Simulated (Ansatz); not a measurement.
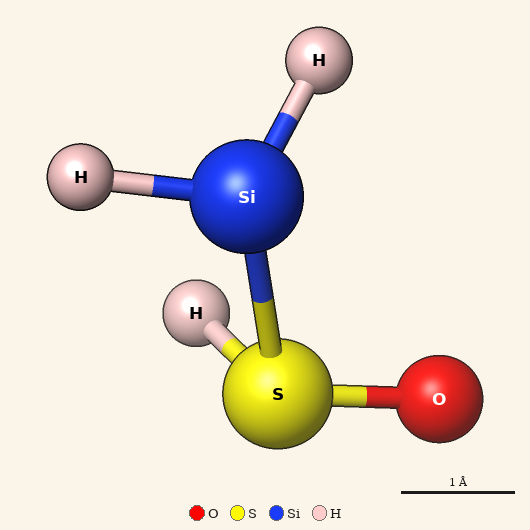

A ball-and-stick model of a molecule. Every bond is drawn as one stick, whatever its order.

Charge 0, doublet. The geometry was computed by an optimisation with PBE0-D4/def2-TZVP. No frequency run is at hand to confirm it as a minimum.

Which formula does it have?

Answer. H₃OSSi, 6 atoms: 3 hydrogen, 1 oxygen, 1 sulfur and 1 silicon.

Count the bonded pairs by element.

Answer. 2 Si–H, 1 O–S, 1 S–Si, 1 S–H. Sticks follow a distance rule.

How many sets of symmetry-equivalent atoms are there?

Answer. 6: 1 O, 1 S, 1 Si, 1 H, 1 H, 1 H.

More results for the same structure follow; atom numbers are the same in all pictures, views and colours differ.

### Geometry

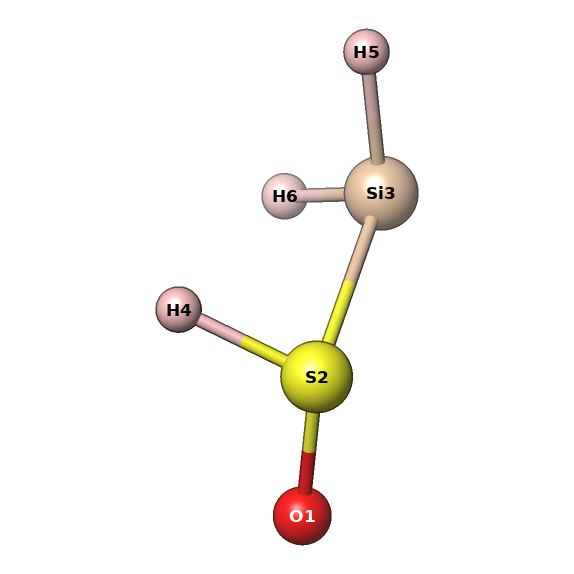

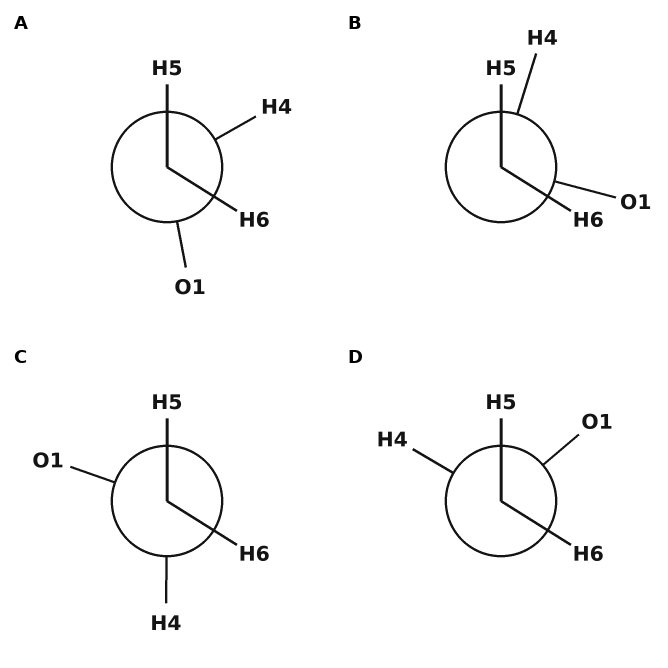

Depth is shown by fading: the farther an atom, the more it takes the colour of the background. Bonds that would overlap in a projection are set slightly apart. No frequency run is at hand to confirm it as a minimum.

Which Newman projection shows the view along Si3–S2, with Si3 in front?

Answer. A. The torsion angle H5–Si3–S2–O1 is 169°, antiperiplanar (anti).

### Electronic properties

No frequency run is at hand to confirm it as a minimum. Properties computed with UKS r2SCAN-D4/def2-TZVPP (Ansatz 0.2.0).

What is the ⟨S²⟩ of the determinant?

Answer. 0.756.

### Dipole moment

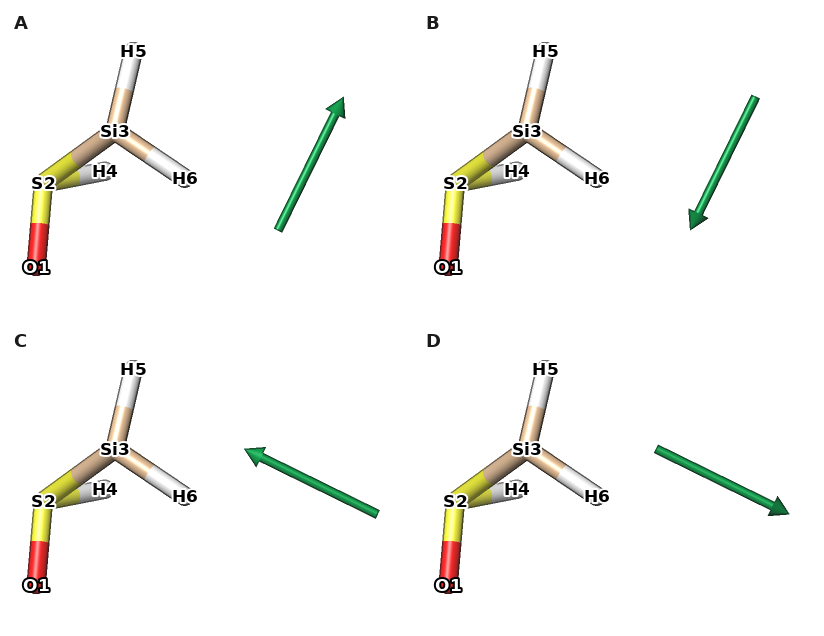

The same molecule four times, each with an arrow. No frequency run is at hand to confirm it as a minimum. Level of theory: UKS PBE0-D4/def2-TZVP (Ansatz 0.2.0).

Which arrow points along the dipole moment, from the negative to the positive end?

Answer. A. The dipole moment is 3.46 D; it points from the side of O1 to the side of H5 (the outermost atoms at the two ends).

### Charges

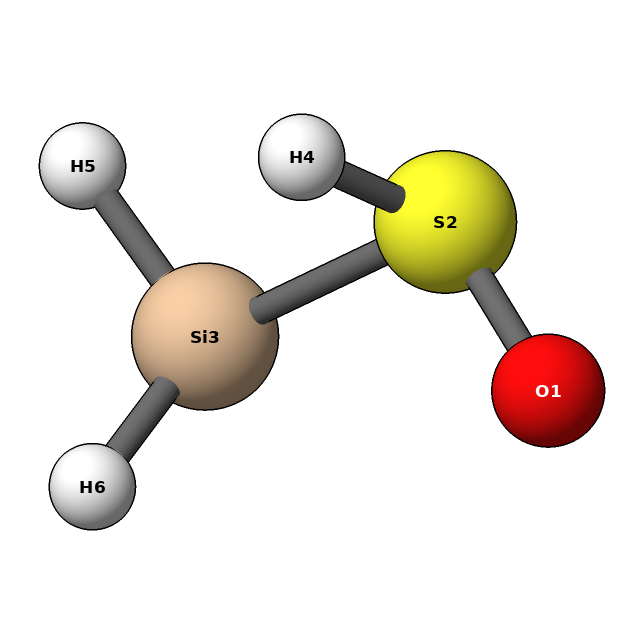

The questions are on Mulliken charges. No frequency run is at hand to confirm it as a minimum. Level of theory: UKS PBE0-D4/def2-TZVP (Ansatz 0.2.0).

List the Mulliken charges.

```csv
atom,value (e)
O1,−0.51
S2,0.26
Si3,0.08
H4,0.12
H5,0.02
H6,0.03
```

Mulliken values depend strongly on the basis set and can even reverse the polarity of a bond.
